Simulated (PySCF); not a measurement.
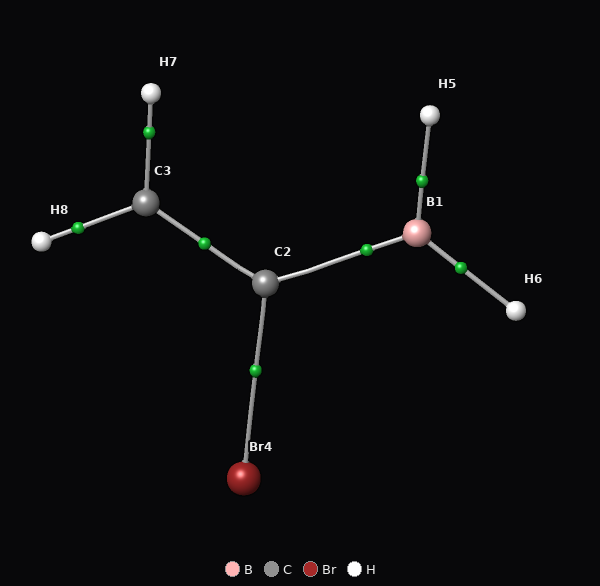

Figure 1: C₂H₄BBr, SMILES `BC(=C)Br`. Molecular graph of the electron density (QTAIM): bond paths, bond critical points (green), ring points (magenta, if any); weak paths are dashed.

PySCF calculation, B3LYP/cc-pVTZ, gas phase; geometry: GFN2-xTB. No frequency check shows the geometry to be a minimum. GFN2-xTB bond lengths at metals and heavier atoms can be off by up to 0.1 Å and shapes distorted, which carries into these values.

The calculation's input:

```python
import numpy as np
from pyscf import gto, scf, dft
from pyscf.scf import atom_ks, atom_hf
from scipy.linalg import block_diag

def solve(mol, dm0=None, hcore=None):
    mf = (dft.UKS if mol.spin else dft.RKS)(mol, xc='b3lyp')
    mf.grids.level = 3
    mf = mf.density_fit(auxbasis='def2-universal-jkfit')
    mf.conv_tol, mf.max_cycle = 1e-8, 80
    if hcore is not None:
        mf.get_hcore = lambda *args: hcore
    mf.kernel(dm0)
    if not mf.converged:
        mf = mf.newton().run(mf.mo_coeff, mf.mo_occ, max_cycle=30)
    assert mf.converged, 'SCF not converged'
    return mf

mol = gto.M(atom='''
B     -1.77438     1.31780     0.00000
C     -1.01400    -0.02425     0.00000
C     -1.57679    -1.23392     0.00000
Br     0.92051     0.02347     0.00000
H     -2.94110     1.28583     0.00000
H     -1.19900     2.33196     0.00000
H     -2.65043    -1.32664     0.00000
H     -1.01056    -2.15270     0.00000
''', basis='cc-pvtz', charge=0, spin=0, verbose=4)
mf = solve(mol)
mf.analyze()
# spherically averaged free atoms, for the promolecule
atm = atom_ks.get_atm_nrks(mol, xc='b3lyp')
pro = block_diag(*[(atm[a[0]][2] * atm[a[0]][3]) @ atm[a[0]][2].T for a in mol._atom])
np.savez('result.npz', e=mf.e_tot, c=mf.mo_coeff, occ=mf.mo_occ, eps=mf.mo_energy, pro=pro, dip=mf.dip_moment(verbose=0), s2=mf.spin_square()[0])
```

Run with:

```sh
OMP_NUM_THREADS=1 python input.py
```

The run took 25 s on 1 thread of Arm Neoverse V1, on a shared host, peak memory 0.7 GiB.

Partitions, critical points and surface values were worked out afterwards from this run's density.

How many critical points of each kind are there, and does the count close?

Answer. 8 nuclei, 7 bond, 0 ring and 0 cage critical points: 8 − 7 + 0 − 0 = 1, as the Poincaré–Hopf relation requires.

Give the properties at the bond critical points.

Answer.
| bond | length (Å) | ρ (a.u.) | ∇²ρ (a.u.) | ε | H (a.u.) |
| --- | --- | --- | --- | --- | --- |
| C2–C3 | 1.334 | 0.360 | −1.30 | 0.28 | −0.465 |
| C3–H8 | 1.079 | 0.298 | −1.21 | 0.00 | −0.341 |
| C3–H7 | 1.078 | 0.297 | −1.20 | 0.00 | −0.341 |
| B1–H6 | 1.166 | 0.198 | −0.41 | 0.23 | −0.227 |
| B1–H5 | 1.167 | 0.195 | −0.38 | 0.25 | −0.222 |
| B1–C2 | 1.542 | 0.189 | −0.18 | 0.24 | −0.201 |
| C2–Br4 | 1.935 | 0.153 | −0.13 | 0.04 | −0.083 |

What kind of interaction is C2–C3?

Answer. Shared-shell (covalent): ρ = 0.360, ∇²ρ = −1.30, H = −0.465 a.u. Its ellipticity of 0.28 shows that the density isn't cylindrical about the bond.
